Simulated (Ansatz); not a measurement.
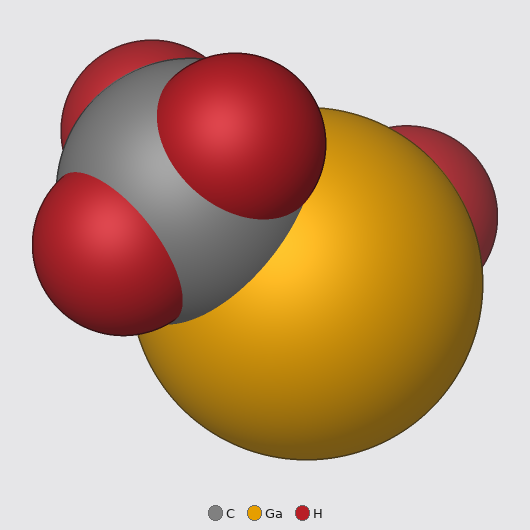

Charge 0, doublet. The geometry was computed by an optimisation with PBE-D4/def2-SVP. No frequency run is at hand to confirm it as a minimum.

Draw it as a skeletal formula.

SMILES: [CH3][GaH]

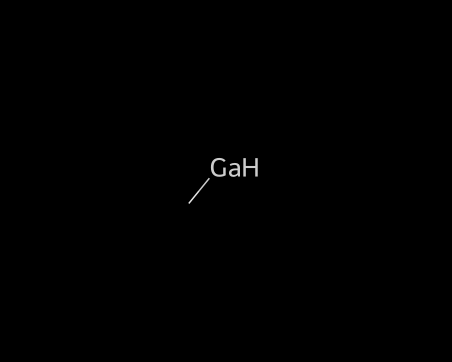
